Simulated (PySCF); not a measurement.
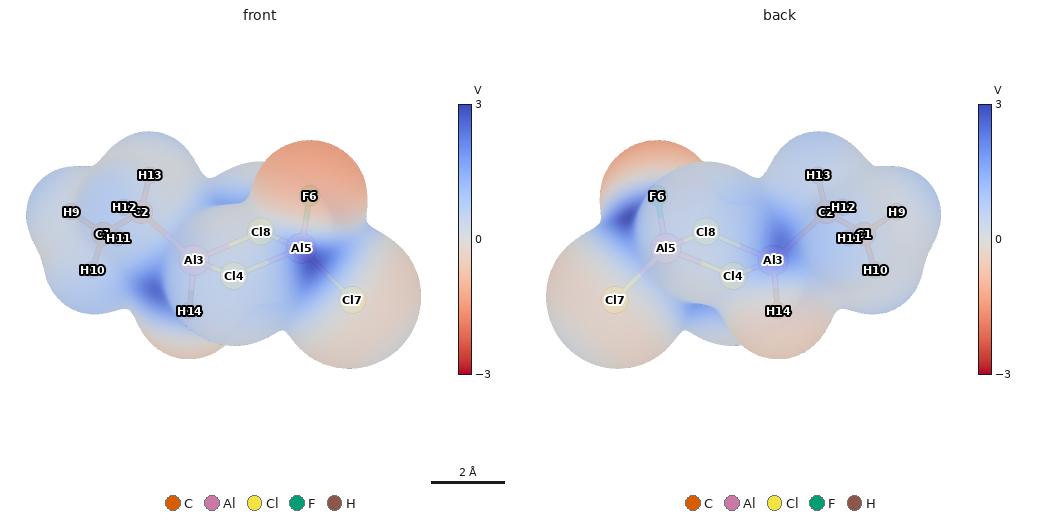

C$_{2}$H$_{6}$Al$_{2}$Cl$_{3}$F. The molecular electrostatic potential painted on the density surface at 0.002 e/bohr³, seen from the front and from behind; red is negative and blue positive.

Geometry: GFN2-xTB.

Level of theory: wB97X-D/def2-SVPD, SCF density, gas phase (PySCF).

```yaml
atoms:
  - { symbol: C, position_ang: [-2.4719, 0.3860, 0.3539] }
  - { symbol: C, position_ang: [-1.1697, -0.1393, 0.9869] }
  - { symbol: Al, position_ang: [0.0800, -0.0868, -0.5521] }
  - { symbol: Cl, position_ang: [1.5447, -1.7093, -0.7125] }
  - { symbol: Al, position_ang: [3.1997, -0.2615, -0.4956] }
  - { symbol: F, position_ang: [3.7548, -0.5203, 1.0383] }
  - { symbol: Cl, position_ang: [4.3573, -0.1161, -2.1414] }
  - { symbol: Cl, position_ang: [1.7289, 1.3586, -0.2944] }
  - { symbol: H, position_ang: [-3.2882, 0.4302, 1.0737] }
  - { symbol: H, position_ang: [-2.7806, -0.2534, -0.4728] }
  - { symbol: H, position_ang: [-2.3196, 1.3857, -0.0529] }
  - { symbol: H, position_ang: [-1.3686, -1.1295, 1.4191] }
  - { symbol: H, position_ang: [-0.9212, 0.5007, 1.8452] }
  - { symbol: H, position_ang: [-0.3463, 0.1545, -2.0176] }
```

> Where is the surface potential most negative and most positive?

The most negative region (about −1.3 V) lies over F6, the most positive (about +2.7 V) over Al3 and Al5.

> What dipole moment does the calculation give?

Its dipole moment is 1.93 D.
